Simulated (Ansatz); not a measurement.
Fields on a plane of Ag (fcc, Cu type)

```yaml
crystal:
  lattice:
    - [0.00000, 2.02739, 2.02739]
    - [2.02739, 0.00000, 2.02739]
    - [2.02739, 2.02739, 0.00000]
  atoms:
    - { symbol: Ag, position: [0.00000, 0.00000, 0.00000] }
```

The slice is a {110} plane (indices of the conventional cell) through the point (0.000, 0.000, 0.000) (fractional), spanned by u = [100] and v = [1 -1 -1] in vectors of this cell: u (2.87 Å) and v (4.05 Å, at 90° to u). It covers one period; positions are fractions (u, v).

Atoms on it: Ag at (0.00, 0.00).

Computed with PBEsol (plane waves to 420 eV, PAW, scalar-relativistic; Ansatz, a quantum-chemistry and plane-wave program). k mesh 20×20×20. Inside the PAW spheres the values are not all-electron values, and peaks at nuclei hang on which shells count as valence. Ag was relaxed with its symmetry unable to fall. The PAW data are Ansatz's earlier set.

| v \ u | 0.00 | 0.09 | 0.17 | 0.26 | 0.35 | 0.43 | 0.52 | 0.61 | 0.70 | 0.78 | 0.87 | 0.96 |
|---|---|---|---|---|---|---|---|---|---|---|---|---|
| 0.88 | 0.53 | 0.50 | 0.43 | 0.32 | 0.20 | 0.18 | 0.18 | 0.18 | 0.25 | 0.38 | 0.47 | 0.52 |
| 0.75 | 0.26 | 0.24 | 0.20 | 0.18 | 0.19 | 0.20 | 0.21 | 0.20 | 0.18 | 0.18 | 0.22 | 0.25 |
| 0.62 | 0.17 | 0.17 | 0.17 | 0.18 | 0.18 | 0.18 | 0.18 | 0.18 | 0.18 | 0.18 | 0.17 | 0.17 |
| 0.50 | 0.16 | 0.16 | 0.17 | 0.17 | 0.17 | 0.17 | 0.17 | 0.17 | 0.17 | 0.17 | 0.17 | 0.16 |
| 0.38 | 0.17 | 0.17 | 0.17 | 0.18 | 0.18 | 0.18 | 0.18 | 0.18 | 0.18 | 0.18 | 0.17 | 0.17 |
| 0.25 | 0.26 | 0.24 | 0.20 | 0.18 | 0.19 | 0.20 | 0.21 | 0.20 | 0.18 | 0.18 | 0.22 | 0.25 |
| 0.12 | 0.53 | 0.50 | 0.43 | 0.32 | 0.20 | 0.18 | 0.18 | 0.18 | 0.25 | 0.38 | 0.47 | 0.52 |
| 0.00 | x | x | x | 0.42 | 0.26 | 0.17 | 0.17 | 0.20 | 0.34 | 0.47 | x | x |

Values: electron localisation function (ELF). Points within 0.5 Å of a nucleus are blanked (x), as the pseudised field means little there.

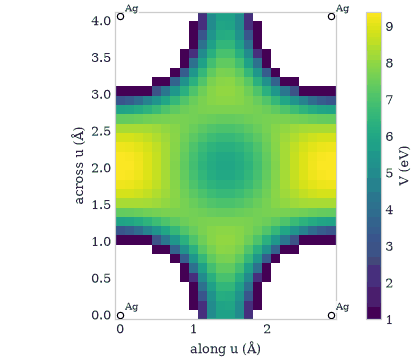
*Electrostatic potential energy of an electron, from the cell's mean, in eV, one period of the plane, atoms marked. Points within 1 Å of a nucleus are left white, as the pseudised field means little there. Values under 1 eV are set to 1. The zero, the cell's mean, hangs on the PAW cores.*

| Quantity | Result |
|---|---|
| Density on the Ag–Ag line (2.87 Å) at its midpoint | 0.23 e/Å³ |
| ELF at that point | 0.2 |
